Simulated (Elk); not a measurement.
Band structure of Ba (Im-3m, 1 atom in the cell).

```xyz
1
Lattice="-2.5599 2.5599 2.5599 2.5599 -2.5599 2.5599 2.5599 2.5599 -2.5599" Properties=species:S:1:pos:R:3 pbc="T T T"
Ba     0.0000     0.0000     0.0000
```

Method of the run: Elk 10.2.4 with PBE, all-electron FP-LAPW, Elk's shipped species files, default APW+lo basis.

Settings: xctype = 20; swidth = 0.00183747 Ha; ngridk = 12 12 12; maxscl = 100.

The starting cell has typed, rounded lattice constants, without a prior relaxation at this level. Its lattice was rescaled by a random factor within 2.5 % of one. Values depend on the basis (sphere radii, cutoffs, local orbitals), which need not be converged.

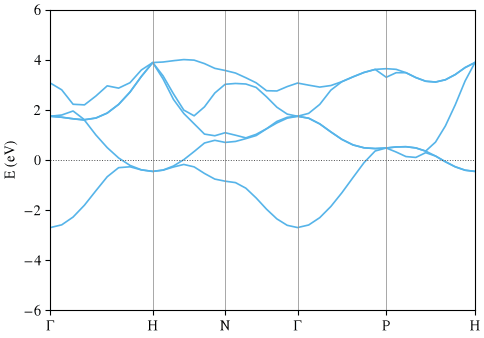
Fig. 1. Bands along the path, energies from the Fermi level.

Levels in eV from the Fermi level, bands 7 to 13:
```csv
point,7,8,9,10,11,12,13
Γ,-13.97,-13.97,-13.97,-2.70,1.74,1.74,1.74
H,-14.23,-14.23,-14.23,-0.46,-0.46,3.89,3.89
N,-14.34,-14.09,-13.97,-0.85,0.70,1.08,3.02
P,-14.16,-14.16,-14.16,0.47,0.47,0.47,3.30
```

Bands cross the Fermi level along this path, so the cell is metallic at this level.
